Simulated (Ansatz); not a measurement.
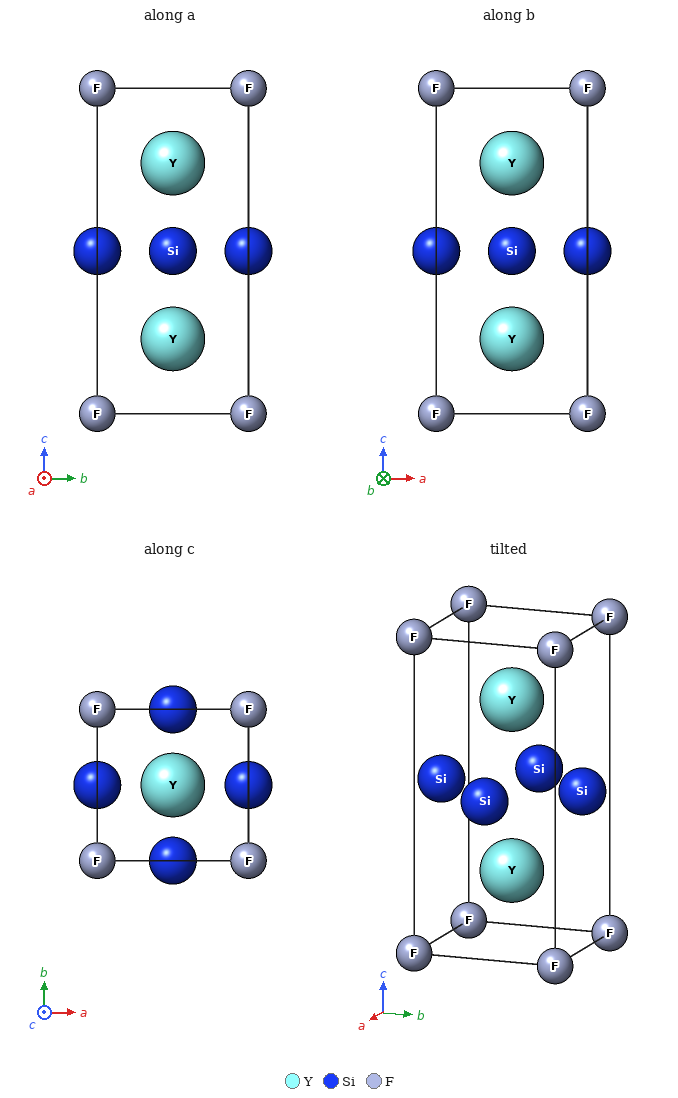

Spheres-only drawing of the structure, looking along the a axis, along the b axis, along the c axis and slightly off an axis. One conventional unit cell is framed, with atoms on its boundary repeated.

Lattice parameters: a = 3.6586 Å, b = 3.6586 Å, c = 7.8689 Å, α = 90.000°, β = 90.000°, γ = 90.000°.

### Reconstruct the structure as a CIF in P1 with every atom of the cell, with free fractional coordinates to two decimals.

```cif
data_structure
_symmetry_space_group_name_H-M 'P 1'
_symmetry_Int_Tables_number 1
_cell_length_a 3.6586
_cell_length_b 3.6586
_cell_length_c 7.8689
_cell_angle_alpha 90.000
_cell_angle_beta 90.000
_cell_angle_gamma 90.000
_cell_volume 105.33
loop_
_atom_site_label
_atom_site_type_symbol
_atom_site_fract_x
_atom_site_fract_y
_atom_site_fract_z
_atom_site_occupancy
Y1 Y 0.50 0.50 0.23 1
Y2 Y 0.50 0.50 0.77 1
Si1 Si 0.00 0.50 0.50 1
Si2 Si 0.50 0.00 0.50 1
F1 F 0.00 0.00 0.00 1
```

The initial geometry was a structure type filled with these elements by a generator (whether the compound takes this form wasn't checked). Earlier steps of the study, as a rule a relaxation of our own, may have changed the cell and positions, so they can lie some per cent off the listed ones. It was run through Ansatz as a DFT input.
